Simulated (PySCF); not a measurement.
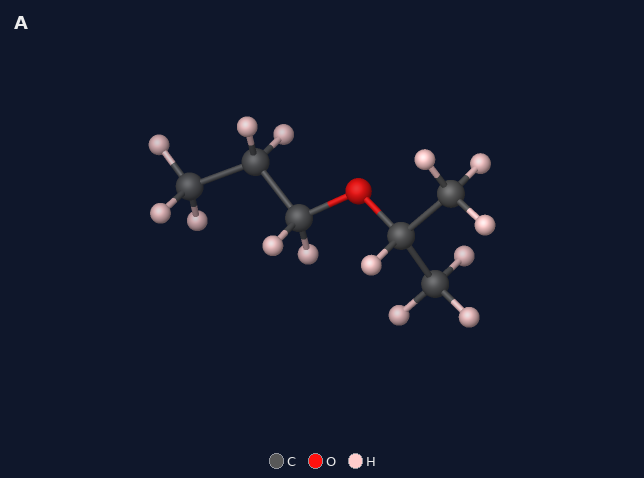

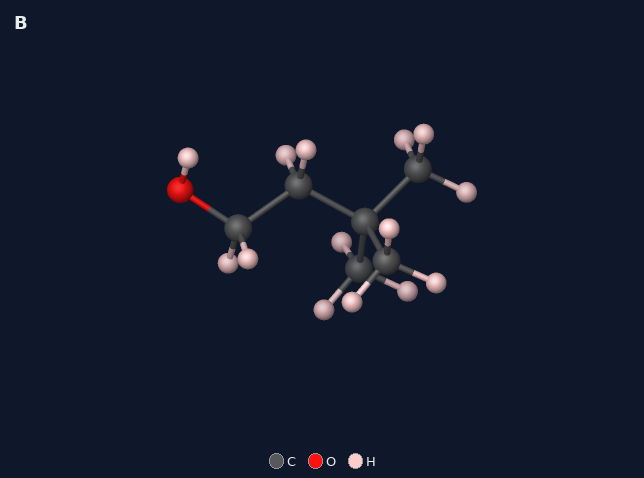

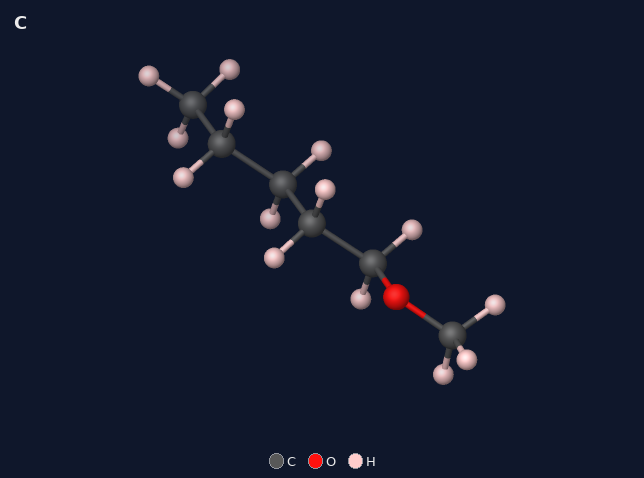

3 stationary structures of one formula. Geometries: PBE0-D3(BJ)/def2-SVP. Electronic energies: PBE0-D3(BJ)/def2-SVP (PySCF 2.14.0), without zero-point energy. No frequency run is at hand to confirm each as a minimum. Each is one conformer, not always the lowest.

How are they related?

Answer. They are constitutional isomers of C6H14O: A `CCCOC(C)C`, B `CC(C)(C)CCO`, C `CCCCCOC`.

Rank them by energy, lowest first.

Answer. B is lowest; A lies 0.122 eV above it, C lies 0.357 eV above it.
